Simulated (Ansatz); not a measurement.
What x(Bi) = 0.25, 4 atoms, I4/mmm does to Rh

Consider Rh in the fcc (Cu type) structure (space group Fm-3m, No. 225; a = 3.800 Å).

The other end (x = 1) is Bi in the fcc (Cu type) structure (space group Fm-3m, No. 225; a hypothetical phase, not in the database extracts checked): 31.33 Å³/atom, gap zero; this end may not be an ambient phase.

Modification: a fraction x = 0.25 of the Rh sites is given to Bi, ordered in a cell of 4 atoms (starting symmetry I4/mmm) and fully relaxed.

Method: r2SCAN (Ansatz, a quantum-chemistry and plane-wave program, PAW, without spin-orbit coupling). k-mesh 16×16×16 (Γ-centred); smearing 0.05 eV (Fermi–Dirac), for the changed cell.

The density rises by 0.988 g/cm³, from 12.46 g/cm³ to 13.44 g/cm³ and the shortest interatomic distance increases by 11.3 pm, from 268.7 pm to 280.0 pm. The band gap is still zero and the mixing energy amounts to 0.00 eV/atom (to 0.01 eV only: unlike meshes or grids) (against an end that may be hypothetical). The deviation of the volume from the linear (Vegard-type) interpolation amounts to -11.8 %.

Final structure:

```xyz
4
Lattice="-2.0432 2.0432 3.8289 2.0432 -2.0432 3.8289 2.0432 2.0432 -3.8289" Properties=species:S:1:pos:R:3 pbc="T T T"
Rh     0.0000     0.0000     0.0000
Bi     0.0000     0.0000     3.8289
Rh     2.0432     0.0000     1.9145
Rh     0.0000     2.0432     1.9145
```

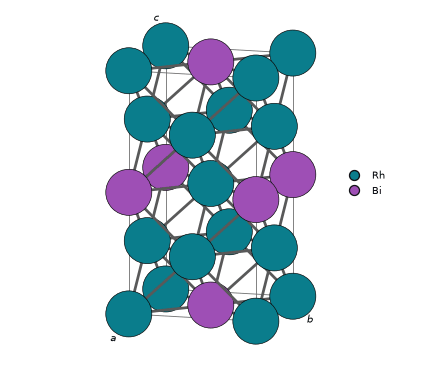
The relaxed conventional cell after the change

Each cell is one ordered arrangement of few atoms, which overstates ordering effects compared with a random alloy. Stability against distortions was not tested. The final runs are not spin-polarised. BiRh3 has a high density of states at the Fermi level and may be magnetic at this level.
